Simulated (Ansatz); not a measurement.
# Au_i (8-fold void) in Li5AuO4 (C2/m): charge-transition levels and formation energies, part 2 of 2

Charge states of Au_i (8-fold void) in Li5AuO4 (C2/m), set against the band edges. Model: a cell of 80 host atoms with 1 Au put in.

Ansatz; place-levels on PBEsol runs: charge-transition levels and formation energies with image-charge correction and potential alignment at the atomic sites.

So far: Set-up; What was run first.

## Step 3: place-levels, PBEsol

A charged cell interacts with its images and the background, and its potential has another zero than the host's. place-levels removes the first by a point-charge model, screened by the static dielectric constant since the ions have relaxed around the charge, and the second by comparing potentials at atoms far from the defect.

The host is a run of the defect-free crystal in the same cutoffs, grids and k-points, so that basis and sampling errors cancel in part in the differences. Its band edges come from a run of the primitive cell that searches the zone for them. The host is run in a cell of 20 atoms on a matching mesh. Chemical potentials are energies per atom of Au (fcc), run with the same functional and cutoff.

Contents of levels.point.yaml:

```yaml
host:
  run: host.point.run
  levels_from: { run: edges.point.run }
states: [q0_M1.point.run, qp1.point.run, qp2_M1.point.run, qp3.point.run, qp3_M2.point.run]
geometry_from:
  q0_M1.point.run: q0_M1.relax.run
  qp1.point.run: qp1.relax.run
  qp2_M1.point.run: qp2_M1.relax.run
  qp3.point.run: qp3.relax.run
  qp3_M2.point.run: qp3_M2.relax.run
  host.point.run: host.relax.run
chemical_potentials:
  Au:
    energy: -13007.099302
    dataset: "<sha256 of the dataset>"
epsilon:
  - [3.54, 0.0, 0.64]
  - [0.0, 4.18, 0.0]
  - [0.64, 0.0, 3.81]
static_epsilon:
  - [7.29, 0.0, 2.29]
  - [0.0, 8.74, 0.0]
  - [2.29, 0.0, 8.21]
vertical:
  - { from: qp1.point.run, to: qp1.point_neutral.run }
  - { from: qp2_M1.point.run, to: qp2_M1.point_neutral.run }
  - { from: qp3.point.run, to: qp3.point_neutral.run }
  - { from: qp3_M2.point.run, to: qp3_M2.point_neutral.run }
```

On the command line:

```console
> ansatz place-levels levels.point.yaml -- --threads 4 --pin off --max-ram 7536MiB
```

Output:

```text
[... repeated set-up lines and file paths are left out, and long positions are rounded to six places ...]
(+3/+2) 0.302 eV beneath the valence edge (-0.950 eV without the band-filling correction), in the valence band; not on the lower envelope
(+2/+1) 0.541 eV beneath the valence edge (-0.765 eV without the band-filling correction), in the valence band; not on the lower envelope
(+1/0) 1.648 eV above the valence edge, 0.401 eV under the conduction edge
(+3/+1) 0.422 eV beneath the valence edge (-0.858 eV without the band-filling correction), in the valence band: charges between them are lowest nowhere
formation energy of charge +3: +3.498 eV with the Fermi level at the valence edge
formation energy of charge +2: +3.196 eV with the Fermi level at the valence edge
formation energy of charge +1: +2.655 eV with the Fermi level at the valence edge
formation energy of charge 0: +4.304 eV with the Fermi level at the valence edge
vertical +1 to 0: no energy, since no alignment is typed
  the change from vertical[0].from (qp1.point.run) to vertical[0].to (qp1.point_neutral.run): by its potential at epsilon [[3.54, 0, 0.64], [0, 4.18, 0], [0.64, 0, 3.81]] it stands at 0.638 1.000 0.332, with an rms radius of about 3.6 Å (2.2 1.9 2.2 Å across [...]
vertical +2 to 0: no energy, since no alignment is typed
  the change from vertical[1].from (qp2_M1.point.run) to vertical[1].to (qp2_M1.point_neutral.run): by its potential at epsilon [[3.54, 0, 0.64], [0, 4.18, 0], [0.64, 0, 3.81]] it stands at 0.750 0.001 0.499, with an rms radius of about 3.5 Å (1.7 1.7 2.6 Å [...]
vertical +3 to 0: no energy, since no alignment is typed
  the change from vertical[2].from (qp3.point.run) to vertical[2].to (qp3.point_neutral.run): by its spins about the atoms it stands at 0.750 0.001 0.499, with an rms radius of about 2.5 Å (1.1 1.4 1.7 Å across the planes of the cell's vectors); [...]
vertical +3 to 0: no energy, since no alignment is typed
  the change from vertical[3].from (qp3_M2.point.run) to vertical[3].to (qp3_M2.point_neutral.run): by its potential at epsilon [[3.54, 0, 0.64], [0, 4.18, 0], [0.64, 0, 3.81]] it stands at 0.749 0.001 0.500, with an rms radius of about 4.4 Å (2.4 2.2 3.0 Å [...]
  edges by pbesol of host.levels_from (edges.point.run), its mesh sampled to repeats of 28.19 Å (the valence edge +0.066 eV and the conduction edge -0.123 eV from those of the host's own run), gap 2.050 eV; the host is sampled to repeats of 23.43 Å
  the defect's cells are sampled to repeats of 23.43 Å, like sampling
  charge +3: -143186.9210 eV with its correction of +3.801 eV, at epsilon [[7.29, 0, 2.29], [0, 8.74, 0], [2.29, 0, 8.21]], aligned at sites: +0.4200 eV, mean over 40 atomic sites at or beyond 4.70 Å from the defect at [0.7119, 0.0000, 0.4621], with -0.020907 [...]
  charge +2: -143182.3501 eV with its correction of +2.048 eV, at epsilon [[7.29, 0, 2.29], [0, 8.74, 0], [2.29, 0, 8.21]], aligned at sites: +0.4595 eV, mean over 40 atomic sites at or beyond 4.70 Å from the defect at [0.7119, 0.0000, 0.4621], with -0.012448 [...]
  charge +1: -143177.5944 eV with its correction of +0.742 eV, at epsilon [[7.29, 0, 2.29], [0, 8.74, 0], [2.29, 0, 8.21]], aligned at sites: +0.4599 eV, mean over 40 atomic sites at or beyond 4.70 Å from the defect at [0.7119, 0.0000, 0.4621], with +0.000000 [...]
  charge 0: +0.000 eV for its dipole among its images, +0.000 omitted
  charge +3: states[4] (qp3_M2.point.run) stands 0.049 eV higher, with a moment of 2.00 μB against 0.00
  states[4] (qp3_M2.point.run): levels filled in part (TS 0.005 eV): its energy is of no whole electron's
  of states[3] (qp3.point.run): it parts from the run at its places by a charge that spreads by about 1.7 Å along one vector (1.6 Å or more is wide), by the spins about the atoms, where the cell does not tell a trapped carrier from a band state. [...]
  of states[2] (qp2_M1.point.run): it parts from the run at its places by a charge that spreads by about 2.6 Å along one vector (1.6 Å or more is wide), by its potential at epsilon [[3.54, 0, 0.64], [0, 4.18, 0], [0.64, 0, 3.81]], taken for that of held ions [...]
  of states[1] (qp1.point.run): it parts from the run at its places by a charge that spreads by about 2.2 Å along one vector (1.6 Å or more is wide), by its potential at epsilon [[3.54, 0, 0.64], [0, 4.18, 0], [0.64, 0, 3.81]], taken for that of held ions [...]
  of states[0] (q0_M1.point.run): its displacements don't fall off away from the defect: farther atoms stand 0.029 Å off the host's places. [...]
  of states[4] (qp3_M2.point.run): it parts from the run at its places by a charge that spreads by about 3 Å along one vector (1.6 Å or more is wide), by its potential at epsilon [[3.54, 0, 0.64], [0, 4.18, 0], [0.64, 0, 3.81]], taken for that of held ions [...]
  of vertical[0].from (qp1.point.run): its displacements don't fall off away from the defect: farther atoms stand 0.016 Å off the host's places. [...]
  vertical[0].to (qp1.point_neutral.run): levels filled in part (TS 0.005 eV): its energy is of no whole electron's
  of vertical[0].to (qp1.point_neutral.run): its displacements don't fall off away from the defect: farther atoms stand 0.016 Å off the host's places. [...]
  of vertical[1].from (qp2_M1.point.run): its displacements don't fall off away from the defect: farther atoms stand 0.033 Å off the host's places. [...]
  vertical[1].to (qp2_M1.point_neutral.run): levels filled in part (TS 0.003 eV): its energy is of no whole electron's
  of vertical[1].to (qp2_M1.point_neutral.run): its displacements don't fall off away from the defect: farther atoms stand 0.033 Å off the host's places. [...]
  of vertical[2].from (qp3.point.run): its displacements don't fall off away from the defect: farther atoms stand 0.057 Å off the host's places. [...]
  vertical[2].to (qp3.point_neutral.run): levels filled in part (TS 0.013 eV): its energy is of no whole electron's
  of vertical[2].to (qp3.point_neutral.run): its displacements don't fall off away from the defect: farther atoms stand 0.057 Å off the host's places. [...]
  vertical[3].from (qp3_M2.point.run): levels filled in part (TS 0.005 eV): its energy is of no whole electron's
  of vertical[3].from (qp3_M2.point.run): its displacements don't fall off away from the defect: farther atoms stand 0.037 Å off the host's places. [...]
  vertical[3].to (qp3_M2.point_neutral.run): levels filled in part (TS 0.003 eV): its energy is of no whole electron's
  of vertical[3].to (qp3_M2.point_neutral.run): its displacements don't fall off away from the defect: farther atoms stand 0.037 Å off the host's places. [...]
```

It took 0.73 s on 4 threads of Arm Neoverse V1, shared host.

Levels between the charges placed, in eV above the valence top:

|  | gap (eV) | (+3/+2) | (+2/+1) | (+1/0) |
| --- | --- | --- | --- | --- |
| PBEsol | 2.05 | -0.30 | -0.54 | 1.65 |

Corrections by state:

| charge | moment (μB) | image terms and alignment (eV) | band filling (eV) | ε used | over the lowest of its charge, as the program ranks them, band filling apart (eV) |
| --- | --- | --- | --- | --- | --- |
| +3 | 0.0 | 3.801 | -0.872 | principal values (5.41, 8.74, 10.09) | 0.000 |
| +2 | 1.0 | 2.048 | -0.224 | principal values (5.41, 8.74, 10.09) | 0.000 |
| +1 | 0.0 | 0.742 | - | principal values (5.41, 8.74, 10.09) | 0.000 |
| 0 | 1.0 | 0.000 | - | - | 0.000 |
| +3 | 2.0 | 3.491 | - | principal values (5.41, 8.74, 10.09) | 0.049 |

The charged structures listed were also run neutral, and place-levels reads from each pair, by the potential or the spins, how wide the charge is by which they differ; that can be the carrier of either run.

| charge | rms radius (Å) | spread where it is widest against the cell (Å) | wide from (Å) | reading |
| --- | --- | --- | --- | --- |
| +3 | 2.5 | 1.68 | 1.59 | wide |
| +2 | 3.5 | 2.59 | 1.59 | wide |
| +1 | 3.6 | 2.19 | 1.59 | wide |

The neutral runs of these pairs need not share the spin of the lowest neutral state, and very wide values only mean spread over the cell.

From the program's caveats on the states, each cut to its opening words:

- charge +3: it parts from the run at its places by a charge that spreads by about 1.7 Å along one vector (1.6 Å or more is wide), by the spins about the atoms, where the [...]
- charge +3: a band-filling correction moves a carrier to the host's band edge, which changes its energy by -0.872 eV
- charge +3: the far atoms show a dipole or second moment of the defect's charge, for which the correction takes or leaves out 0.063 eV: further moments aren't read, and [...]
- charge +3: its displacements don't fall off away from the defect: farther atoms stand 0.057 Å off the host's places
- charge +2 (1 μB): it parts from the run at its places by a charge that spreads by about 2.6 Å along one vector (1.6 Å or more is wide), by its potential at epsilon [[3.54, 0, [...]
- charge +2 (1 μB): a band-filling correction moves a carrier to the host's band edge, which changes its energy by -0.224 eV
- charge +2 (1 μB): its displacements don't fall off away from the defect: farther atoms stand 0.033 Å off the host's places
- charge +1: it parts from the run at its places by a charge that spreads by about 2.2 Å along one vector (1.6 Å or more is wide), by its potential at epsilon [[3.54, 0, [...]
- charge +1: its displacements don't fall off away from the defect: farther atoms stand 0.016 Å off the host's places
- charge 0 (1 μB): its displacements don't fall off away from the defect: farther atoms stand 0.029 Å off the host's places
- charge +3 (2 μB): it parts from the run at its places by a charge that spreads by about 3 Å along one vector (1.6 Å or more is wide), by its potential at epsilon [[3.54, 0, [...]
- charge +3 (2 μB): its displacements don't fall off away from the defect: farther atoms stand 0.037 Å off the host's places
- charge +3 (2 μB): its moments are held at its close (magnetization.spin_locking), by a field of 0.133 eV a Bohr magneton, and its energy and levels are of the state that this [...]

Chemical potentials of the elements' reference phases, run alike. Formation energies (elemental references), with the Fermi level at the valence top and at the conduction bottom (gap 2.05 eV):

| charge | at valence top (eV) | at conduction bottom (eV) | correction included (eV) |
| --- | --- | --- | --- |
| +3 | 3.50 | 9.65 | 2.93 |
| +2 | 3.20 | 7.30 | 1.82 |
| +1 | 2.66 | 4.70 | 0.74 |
| 0 | 4.30 | 4.30 | 0.00 |

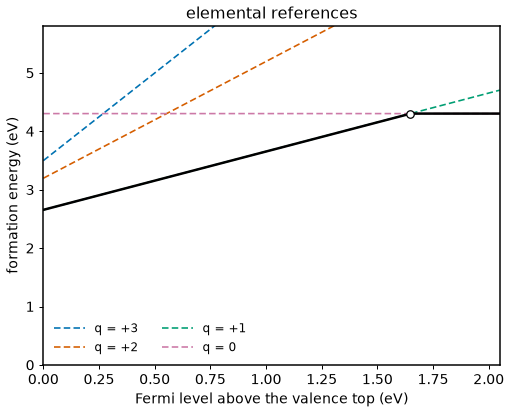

Formation energy against Fermi level; the thick line follows the lowest charge state and circles mark the transition levels.

## Step 4: Effect of the sampling

The relaxations' own energies give the levels at their sampling, for comparison.

Contents of levels.relax_mesh.yaml:

```yaml
host:
  run: host.relax.run
  levels_from: { run: edges.relax.run }
states: [q0_M1.relax.run, qp1.relax.run, qp2_M1.relax.run, qp3.relax.run, qp3_M2.relax.run]
chemical_potentials:
  Au:
    energy: -13007.099302
    dataset: "<sha256 of the dataset>"
```

On the command line:

```console
> ansatz place-levels levels.relax_mesh.yaml -- --threads 4 --pin off --max-ram 7536MiB
```

Output:

```text
[...]
(+1/0) 1.648 eV above the valence edge, 0.401 eV under the conduction edge
[...]
formation energy of charge +3: +3.491 eV with the Fermi level at the valence edge
formation energy of charge +2: +3.194 eV with the Fermi level at the valence edge
formation energy of charge +1: +2.659 eV with the Fermi level at the valence edge
formation energy of charge 0: +4.307 eV with the Fermi level at the valence edge
  edges by pbesol of host.levels_from (edges.relax.run), its mesh sampled to repeats of 28.19 Å (the valence edge +0.193 eV and the conduction edge -0.384 eV from those of the host's own run), gap 2.050 eV; the host is sampled to repeats of 13.29 Å
[... the lines on each state left out ...]
```

The job ended after 0.23 s (4 threads).

Levels between neighbouring charges, in eV above the valence top:

|  | gap (eV) | (+3/+2) | (+2/+1) | (+1/0) |
| --- | --- | --- | --- | --- |
| one point at (¼, ¼, ¼) | 2.05 | -0.30 | -0.53 | 1.65 |
| a 2×2×2 shifted mesh | 2.05 | -0.30 | -0.54 | 1.65 |

Going from one point at (¼, ¼, ¼) to a 2×2×2 shifted mesh moves the levels that carry no band-filling term by up to 0.00 eV and formation energies against the elements by up to 0.01 eV; band-filling terms, which differ between samplings, are in these energies.

## Step 5: What came out

- gap of the host: 2.05 eV (PBEsol)
- level (plus 3/plus 2): 0.30 eV below the valence top, not a change between lowest states (-0.95 eV above the valence top without the band-filling term)
- level (plus 2/plus 1): 0.54 eV below the valence top, not a change between lowest states (-0.77 eV above the valence top without the band-filling term)
- level (plus 1/0): 1.65 eV above the valence top
- lowest of the charges placed, just above the valence top (0.02 eV): +1
- lowest of the charges placed, just below the conduction bottom (0.02 eV): 0
- lowest formation energy at mid-gap of the charges run, elemental references: 3.68 eV

In words: Of the charges placed (0, +1, +2 and +3), the lowest changes at 1.65 eV (+1/0) above the valence top, in a gap of 2.05 eV. (+1/0) lies nearer to a band edge than the share of the finite-size correction in it (0.74 eV), and that correction holds for a localised charge alone. Charges below 0 were not placed, so these runs say nothing of levels that involve them. States placed: +3 at 0 μB and 2 μB; +2 at 1 μB; +1 at 0 μB; 0 at 1 μB. Other spin states or structures, where not listed, weren't placed. The program finds carriers beyond a band edge of the host and adds a band-filling term at charge +2 (-0.22 eV) and +3 (-0.87 eV); steps to such a charge show no bound level, and a defect level inside a band would be read the same way. Corrections reach 3.8 eV, so the cell is small for these charges and their levels are rough. At charge 0 and +1 the atom put in ends up to 1.0 Å from its starting place, so the name tells the start alone and the levels can join different sites. Going from one point at (¼, ¼, ¼) to a 2×2×2 shifted mesh moves the levels that carry no band-filling term by up to 0.00 eV and formation energies against the elements by up to 0.01 eV; band-filling terms, which differ between samplings, are in these energies. Limits: PBEsol makes the gap too small and tends to spread out bound carriers; where a gas molecule sets a chemical potential or the host's formation energy, its binding is uncorrected; spin–orbit coupling, which can matter with heavy atoms, is left out.

[Logs are printed without paths, hosts, clocks, repeated set-up lines and the standing remarks that a program may print on its own settings, such as how far it seeks lower states.]

[Hosts, paths, dates, database ids (printed as entryN), source tags and the programs' standing remarks are cut or masked in the printed files.]

[Where a table of states has a column of steps, it counts the stored structures, which are thinned; the runs took as many ionic steps or more.]

[A defect's name tells the site on which it was built; relaxed atoms can leave that site.]

[For some hosts the program warned that the k-mesh of the response run may be too coarse for force constants and the static dielectric constant; such warnings are not shown here.]
